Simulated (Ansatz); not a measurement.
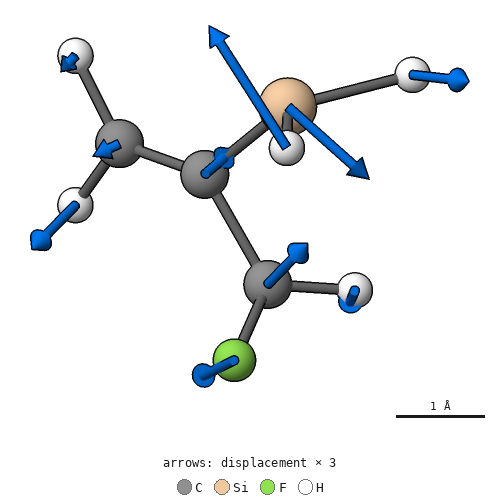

A relaxation of C$_{3}$H$_{5}$FSi. The starting structure is drawn; blue arrows show the displacements, magnified 3 times. The two geometries are superimposed by the best rigid fit.

Style: ball-and-stick. Shown from a free direction.

The run prepares an end point of a later path (torsion) calculation, from a guessed geometry.

Method: RKS r2SCANh-D4/def2-SVP (Ansatz 0.2.0). (no spin polarisation; force threshold 0.015 eV/Å; at most 40 steps)

Describe the change and its energy.

Over 14 accepted moves (17 points after the start) the energy falls by 48.1 kcal/mol. The largest force component goes from 5.6 to 0.009 eV/Å. The line search rejected the trial steps at points 7, 12, 16 of the run. The atom that moves furthest after the best rigid fit is an H atom (0.56 Å). Largest moves by element: H 0.56 Å, F 0.45 Å, Si 0.42 Å, C 0.32 Å. Near-neighbour distances that change, for instance: C–Si 2.354 → 1.903 Å, C–Si 1.698 → 1.841 Å, C–F 1.449 → 1.366 Å, C–H 1.024 → 1.102 Å. Bond angles that change, for instance: Si–C–C 96.3° → 68.9°, C–C–Si 134.7° → 147.1°, C–Si–H 114.9° → 123.3°.
